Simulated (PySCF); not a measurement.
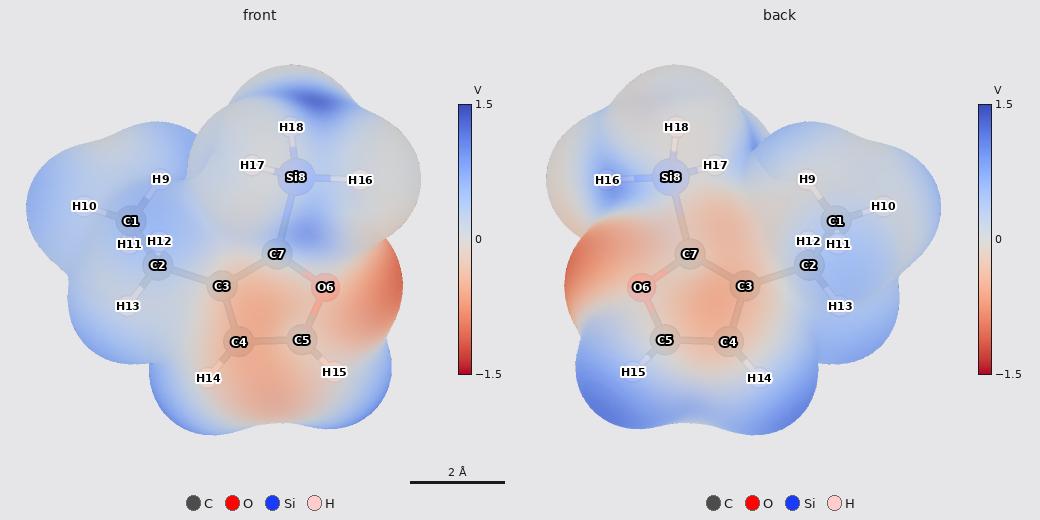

Figure. C6H10OSi (SMILES CCc1ccoc1[SiH3]). The molecular electrostatic potential painted on the density surface at 0.002 e/bohr³, seen from the front and from behind; the colour scale runs from red (negative) to blue (positive).

Geometry: GFN2-xTB.

Computed with PySCF, CAM-B3LYP/def2-SVPD, SCF density, gas phase.

```xyz
18

C    -1.6916   -1.2942    0.6691
C    -1.0184   -0.9176   -0.6518
C    -0.2635    0.3618   -0.5232
C    -0.7317    1.6586   -0.8517
C     0.2753    2.5159   -0.5305
O     1.3220    1.8493   -0.0296
C     1.0041    0.5278   -0.0193
Si    2.2830   -0.6495    0.6680
H    -0.9429   -1.4227    1.4473
H    -2.2469   -2.2229    0.5600
H    -2.3812   -0.5121    0.9793
H    -0.3338   -1.7158   -0.9464
H    -1.7796   -0.8110   -1.4275
H    -1.6833    1.9126   -1.2736
H     0.3623    3.5820   -0.6115
H     3.6055   -0.0619    0.4659
H     2.1702   -1.9293   -0.0354
H     2.0418   -0.8649    2.0993
```

Describe the electrostatic potential map.

Answer. The most negative region (about −1.0 V) lies over O6, the most positive (about +1.1 V) over Si8 and H15.

How polar is the molecule by this calculation?

Answer. Its dipole moment is 1.22 D.
